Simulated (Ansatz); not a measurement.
A series of calculations on WH$_{3}$BrClF$_{3}$

## 1. Relaxation

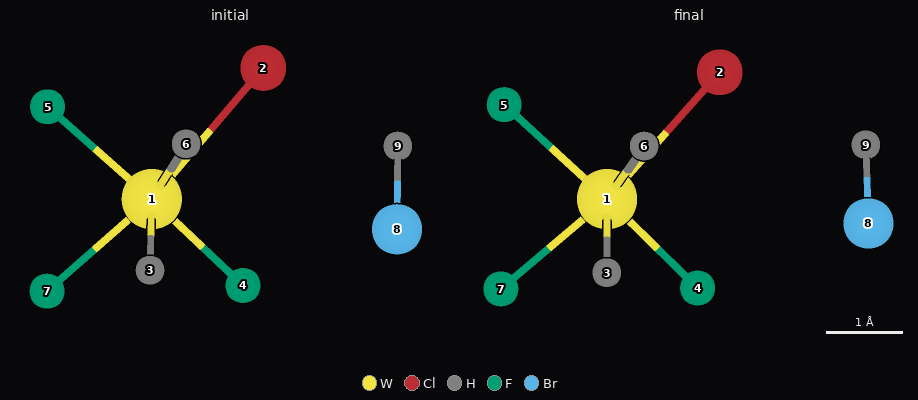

The structure of WH3BrClF3 before (left) and after (right) a relaxation, at one scale.

The picture is a ball-and-stick view, seen at a tilt.

The run prepares an end point of a later path (reaction) calculation, from a guessed geometry.

The calculation used Ansatz, RKS B3LYP-D4/def2-SVP. (no spin polarisation; force threshold 0.03 eV/Å; at most 50 steps)

Summarise the run.

Answer. After 5 accepted moves (6 points after the start) the energy has fallen by 6.45 kJ/mol. The largest force component goes from 1.1 to 0.015 eV/Å. The line search rejected the trial step at point 5 of the run. The atom that moves furthest after the best rigid fit is Br8 (0.19 Å). Largest moves by element: Br 0.19 Å, H 0.15 Å, F 0.09 Å, Cl 0.07 Å, W 0.06 Å. Some distances before and after: Br8–H9 1.501 → 1.432 Å, W1–Cl2 2.379 → 2.347 Å. Among the angles between lasting bonds that change: F4–W1–F5 151.7° → 154.7°, H3–W1–F4 91.1° → 88.2°.

Limits of the set-up: the start holds two separate molecules, 2.6 Å apart at their closest, whose relative position is a soft coordinate.

## 2. Relaxation

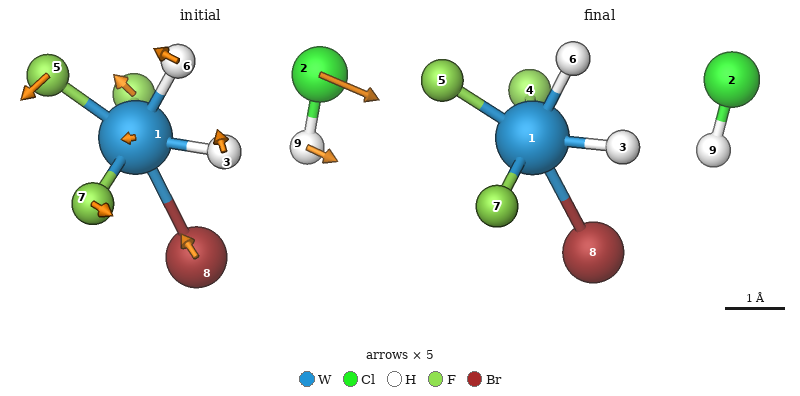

The structure of WH$_{3}$BrClF$_{3}$ before (left) and after (right) a relaxation, at one scale. The orange arrows give the displacements, magnified 5 times.

Style: ball-and-stick. Shown at a tilt.

The run prepares an end point of a later path (reaction) calculation, from a guessed geometry.

These are results of Ansatz, RKS B3LYP-D4/def2-SVP, not measurements.

The input:
```yaml
crystal:
  periodic: [false, false, false]
  atoms:
    - { symbol: W, position_ang: [-0.022637, 0.347481, -0.332229] }
    - { symbol: Cl, position_ang: [0.644097, 0.112349, 3.189514] }
    - { symbol: H, position_ang: [1.18626, -0.549201, 0.405379] }
    - { symbol: F, position_ang: [-0.984633, 1.466169, 0.765992] }
    - { symbol: F, position_ang: [-1.624844, -0.083969, -1.252067] }
    - { symbol: H, position_ang: [-0.471508, -1.082647, 0.417657] }
    - { symbol: F, position_ang: [0.723869, -0.006157, -1.973887] }
    - { symbol: Br, position_ang: [1.954889, 1.904687, 0.127558] }
    - { symbol: H, position_ang: [1.410807, 1.090486, 2.698283] }
basis:
  gaussian: { orbitals: def2-SVP }
hamiltonian:
  xc: b3lyp
  dispersion: d4
relax:
  f_tol: 0.03
  max_steps: 50
```

Run as
```bash
ansatz run input.yaml --threads 4 --pin off --max-ram 5120MiB --backend cpu --events-out ev --progress --plain --runs-dir out
```

**What changed between the two?**

The atom that moves furthest after the best rigid fit is Cl2 (0.23 Å). Largest moves by element: Cl 0.23 Å, F 0.14 Å, H 0.12 Å, Br 0.11 Å, W 0.05 Å. Among the contacts that change: W1–Cl2 3.592 → 3.823 Å, W1–Br8 2.559 → 2.514 Å, Cl2–H9 1.336 → 1.296 Å, W1–F7 1.838 → 1.846 Å. Bond angles that change, for instance: F4–W1–H6 96.4° → 91.6°, F4–W1–F7 149.6° → 154.1°, H3–W1–F4 116.1° → 113.7°. The energy falls by 1.02 kcal/mol in 6 accepted moves (7 points after the start). The largest force component goes from 0.79 to 0.029 eV/Å. The line search rejected the trial step at point 2 of the run. The run took 32 s on 4 threads of Arm Neoverse V1, on a shared host, peak memory 0.42 GiB.

Limits of the set-up: the start holds two separate molecules, 2.8 Å apart at their closest, whose relative position is a soft coordinate.

## 3. Path

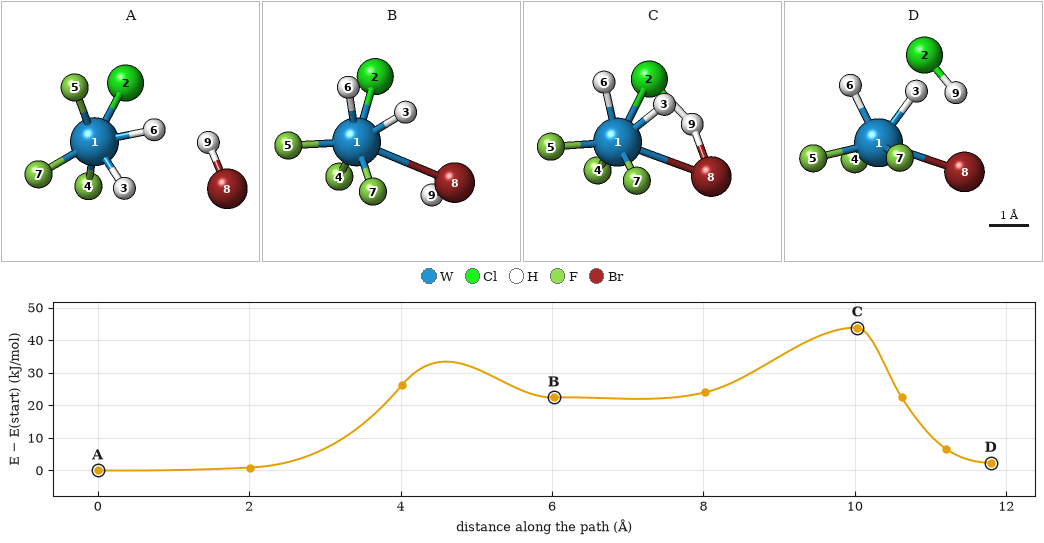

NEB run on WH3BrClF3, made up at the start of WH2ClF3 and HBr. Images are numbered from 0 (start) to 8 (end). Frames A to D are images 0, 3, 5, 8. Style: ball-and-stick. Shown at a tilt.

Method: RKS B3LYP-D4/def2-SVP in Ansatz. Run with 7 movable images; climbing image; force threshold 0.05 eV/Å; iteration limit 60; starting path through a guess of the saddle point.

### What happens along the path, and what is the barrier?

The energy climbs by 43.9 kJ/mol to image 5 and then falls by 41.5 kJ/mol, so the end point sits at +2.3 kJ/mol. The profile has 2 maxima (images 2, 5) with a dip at image 3 (+22.4 kJ/mol), so the process runs in steps. The path has more than one stage, and so few images may leave a stage unresolved. Breaking: Br8–H9 (1.43 → 1.66 at the top → 2.76 Å), W1–Cl2 (2.35 → 2.60 at the top → 3.82 Å). Forming: Cl2–H9 (2.72 → 1.63 at the top → 1.30 Å), W1–Br8 (3.99 → 2.78 at the top → 2.51 Å). The band converged in 33 iterations. The largest component of the band force went from 11 to 0.05 eV/Å. The climbing image converged on the top of the path. Its vibrational analysis gives one imaginary mode (349i cm⁻¹), as a transition state must have.

Limits of the set-up: the start holds two separate molecules, 2.7 Å apart at their closest, whose relative position is a soft coordinate.
